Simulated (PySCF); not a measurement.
C$_{7}$H$_{11}$NS (SMILES CC(C)(C)c1ccsn1)

```yaml
atoms:
  - { symbol: C, position_ang: [-1.2350, 0.9621, -0.8323] }
  - { symbol: C, position_ang: [-0.5868, -0.2544, -0.1592] }
  - { symbol: C, position_ang: [-0.8384, -1.5023, -1.0064] }
  - { symbol: C, position_ang: [-1.1808, -0.4563, 1.2407] }
  - { symbol: C, position_ang: [0.8928, -0.0056, -0.0279] }
  - { symbol: C, position_ang: [1.4695, 1.0718, 0.6949] }
  - { symbol: C, position_ang: [2.8272, 1.0175, 0.6219] }
  - { symbol: S, position_ang: [3.2941, -0.3379, -0.3187] }
  - { symbol: N, position_ang: [1.7575, -0.8047, -0.5980] }
  - { symbol: H, position_ang: [-1.1006, 1.8605, -0.2345] }
  - { symbol: H, position_ang: [-2.3015, 0.7900, -0.9592] }
  - { symbol: H, position_ang: [-0.7935, 1.1314, -1.8121] }
  - { symbol: H, position_ang: [-0.4126, -1.3773, -1.9980] }
  - { symbol: H, position_ang: [-0.3727, -2.3702, -0.5479] }
  - { symbol: H, position_ang: [-1.9072, -1.6818, -1.0999] }
  - { symbol: H, position_ang: [-0.7014, -1.2977, 1.7365] }
  - { symbol: H, position_ang: [-2.2464, -0.6614, 1.1646] }
  - { symbol: H, position_ang: [-1.0444, 0.4294, 1.8568] }
  - { symbol: H, position_ang: [0.9174, 1.8251, 1.2250] }
  - { symbol: H, position_ang: [3.5577, 1.6726, 1.0507] }
```

Geometry: GFN2-xTB.

Method: PySCF 2.14.0, PBE0/pcSseg-1, SCF density, gas phase, non-relativistic.

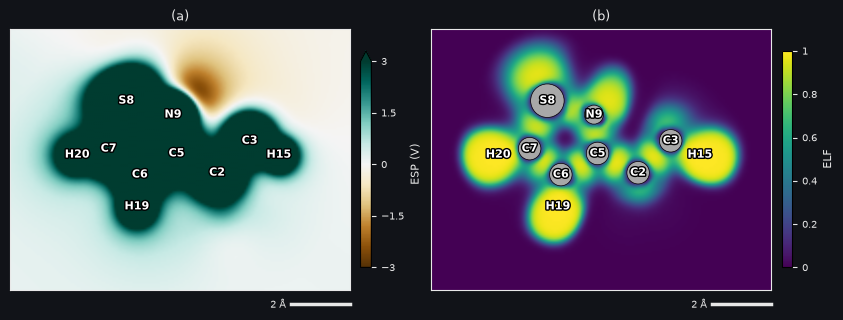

Figure 1. (a) electrostatic potential; (b) ELF on the plane of atoms C2, C3 and H15. Grey discs cover the atomic cores in the ELF map.

What does the map show?

Answer. The section cuts through C, S, N and H sites.
C–N (1.31 Å): the ELF peaks at about 0.90 between the atoms; a covalent bond.
C–C (1.36 Å): the ELF peaks at about 0.95 between the atoms, as expected for a covalent bond.
S–N (1.63 Å): the ELF peaks at about 0.90 between the atoms; localised, covalent bonding.
C–S (1.71 Å): the ELF peaks at about 0.90 between the atoms: localised, covalent bonding.
C–H (1.07 Å): the ELF climbs to about 1 towards the hydrogen, as it does in any bond to H; an ordinary covalent bond to hydrogen.
The ELF also peaks beside N9 and S8, away from the bonds: lone-pair regions.
Outside the dense part of the molecule the potential is most negative (−2.5 V) near N9.

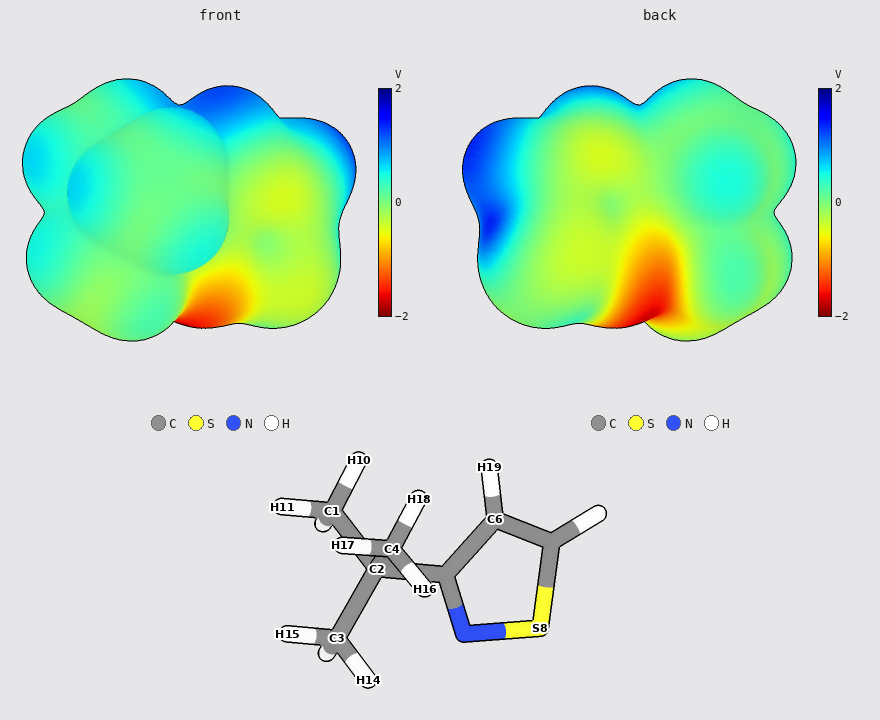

Figure 2. The molecular electrostatic potential painted on the density surface at 0.002 e/bohr³, seen from the front and from behind; red is negative and blue positive. The bare structure is drawn below in the same view.

Describe the electrostatic potential map.

Answer. The most negative region (about −1.7 V) lies over N9, the most positive (about +1.3 V) over S8 and H20. N9 is the likeliest acceptor of a hydrogen bond.

How polar is the molecule by this calculation?

Answer. Its dipole moment is 2.16 D.
